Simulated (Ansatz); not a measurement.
A series of calculations on CH4BFN

## 1. Relaxation

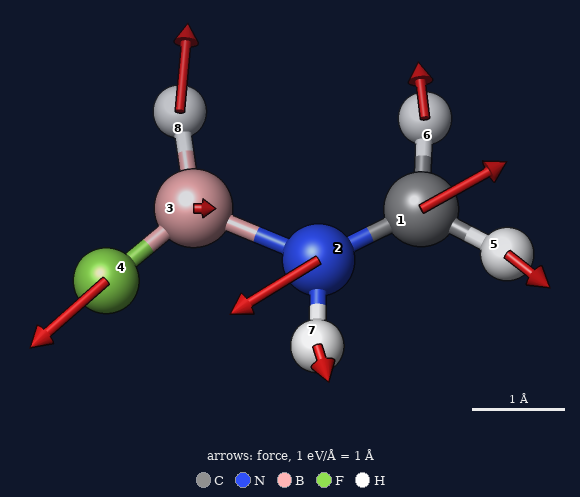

Starting geometry of CH4BFN (charge +1) with the computed forces as red arrows. A ball-and-stick model, seen at a tilt.

The run prepares an end point of a later path (torsion) calculation, from a guessed geometry.

Method: RKS PBE-D4/def2-SVP (Ansatz).

The input:
```yaml
crystal:
  periodic: [false, false, false]
  atoms:
    - { symbol: C, position_ang: [0.67412, 0.95503, -0.41591] }
    - { symbol: "N", position_ang: [0.39421, -0.12886, 0.18204] }
    - { symbol: B, position_ang: [-0.95335, -0.80558, 0.25552] }
    - { symbol: F, position_ang: [-0.93374, -1.90003, 0.91688] }
    - { symbol: H, position_ang: [1.68191, 1.36551, -0.42198] }
    - { symbol: H, position_ang: [-0.10326, 1.50234, -0.94356] }
    - { symbol: H, position_ang: [1.1462, -0.62959, 0.67128] }
    - { symbol: H, position_ang: [-1.90609, -0.3588, -0.24427] }
total_charge: 1
basis:
  gaussian: { orbitals: def2-SVP }
hamiltonian:
  xc: pbe
  dispersion: d4
relax:
  f_tol: 0.015
  max_steps: 40
```

Run as
```bash
ansatz run input.yaml --threads 1 --pin off --max-ram 2048MiB --backend cpu --events-out ev --progress --plain --runs-dir out
```

> Is this structure relaxed? If not, where do the atoms go?

It isn't relaxed: the largest force vector, on N atoms, is 1.17 eV/Å. The final displacements follow the starting forces only in part (cosine between the two patterns 0.43). H8 moves most after the best rigid fit: 0.091 Å. By element the largest moves are H 0.091 Å, F 0.060 Å, N 0.044 Å, B 0.016 Å, C 0.011 Å. Near-neighbour distances that change, for instance: B3–H8 1.165 → 1.204 Å, C1–N2 1.269 → 1.293 Å, N2–B3 1.510 → 1.530 Å, B3–F4 1.279 → 1.297 Å. Bond angles that change, for instance: B3–N2–H7 114.3° → 118.1°, N2–B3–H8 122.5° → 118.8°, C1–N2–B3 127.1° → 123.9°. Over 6 geometry steps the energy falls by 8.29 kJ/mol. The largest force component goes from 1 to 0.0028 eV/Å.

## 2. Relaxation

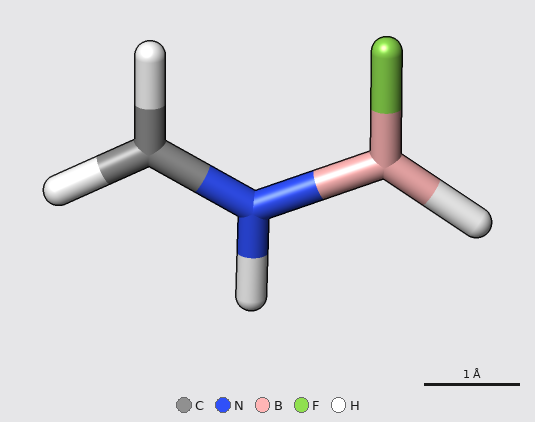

CH₄BFN (charge +1), before the relaxation. The picture is a stick view, seen from a free direction.

The run prepares an end point of a later path (torsion) calculation, from a guessed geometry.

Computed with Ansatz, RKS PBE-D4/def2-SVP.

The input:
```yaml
crystal:
  periodic: [false, false, false]
  atoms:
    - { symbol: C, position_ang: [0.67412, 0.95503, -0.41591] }
    - { symbol: "N", position_ang: [0.39421, -0.12886, 0.18204] }
    - { symbol: B, position_ang: [-0.95335, -0.80558, 0.25552] }
    - { symbol: F, position_ang: [-1.87494, -0.16409, -0.35666] }
    - { symbol: H, position_ang: [1.68191, 1.36551, -0.42198] }
    - { symbol: H, position_ang: [-0.10326, 1.50234, -0.94356] }
    - { symbol: H, position_ang: [1.1462, -0.62959, 0.67128] }
    - { symbol: H, position_ang: [-1.11779, -1.81339, 0.81623] }
total_charge: 1
basis:
  gaussian: { orbitals: def2-SVP }
hamiltonian:
  xc: pbe
  dispersion: d4
relax:
  f_tol: 0.015
  max_steps: 40
```

Command:
```bash
ansatz run input.yaml --threads 1 --pin off --max-ram 2048MiB --backend cpu --events-out ev --progress --plain --runs-dir out
```

Predict the outcome.

Over 6 geometry steps the energy falls by 2.20 kcal/mol. Largest force component: 1.3 eV/Å at the start, 0.0056 eV/Å at the end. F4 moves most after the best rigid fit: 0.049 Å. By element the largest moves are F 0.049 Å, H 0.041 Å, B 0.030 Å, N 0.025 Å, C 0.011 Å. Among the contacts that change: B3–H8 1.165 → 1.202 Å, N2–B3 1.510 → 1.538 Å, C1–N2 1.269 → 1.294 Å, B3–F4 1.279 → 1.300 Å. Among the angles between lasting bonds that change: N2–B3–H8 122.5° → 119.1°, B3–N2–H7 114.3° → 117.6°, C1–N2–B3 127.1° → 124.7°. The run took 11 s on 1 thread of Intel(R) Xeon(R) Platinum 8488C (Sapphire Rapids), on a shared host, peak memory 0.16 GiB.

Step by step:

```csv
step,"E − E(0), kcal/mol","largest force component, eV/Å"
0,0.00,1.3436
1,-1.94,0.3730
2,-2.18,0.1051
3,-2.20,0.0570
4,-2.20,0.0186
5,-2.20,0.0193
6,-2.20,0.0056
```

The structure at the end:

```xyz
8

C     0.6805    0.9629   -0.4186
N     0.4109   -0.1464    0.1899
B    -0.9802   -0.8001    0.2446
F    -1.9081   -0.1416   -0.3845
H     1.7066    1.3746   -0.4159
H    -0.1334    1.4969   -0.9444
H     1.1869   -0.6300    0.6755
H    -1.1160   -1.8349    0.8403
```

## 3. Path

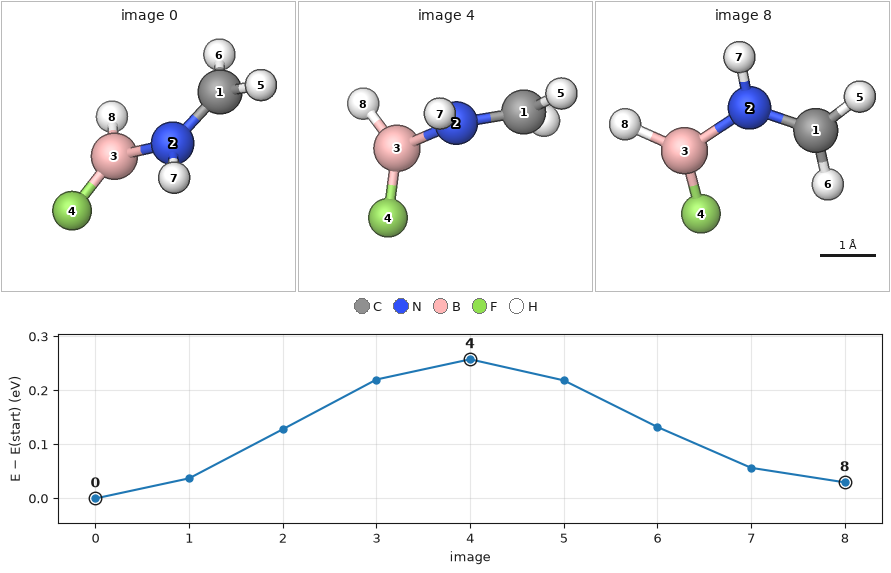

NEB run on CH₄BFN (charge +1). Images are numbered from 0 (start) to 8 (end). The picture is a ball-and-stick view, seen from a free direction.

Method: RKS PBE-D4/def2-SVP in Ansatz. Run with 7 movable images; climbing image; force threshold 0.05 eV/Å; iteration limit 60; starting path by image-dependent pair potential.

### Read off the barrier and say what moves.

The motion is a rotation about the N2–B3 bond by about 180°. No bond forms or breaks between the ends. Bond angles that change up to the highest image, for instance: C1–N2–B3 123.9° → 126.7°. The energy climbs by 0.258 eV to image 4 and then falls by 0.228 eV, so the end point sits at +0.030 eV. The band is converged. At the top, the vibrational analysis gives one imaginary mode (174i cm⁻¹), as a transition state must have.

Cost: 56 s on 1 thread of Intel(R) Xeon(R) Platinum 8488C (Sapphire Rapids) (shared host), peak memory 0.15 GiB.
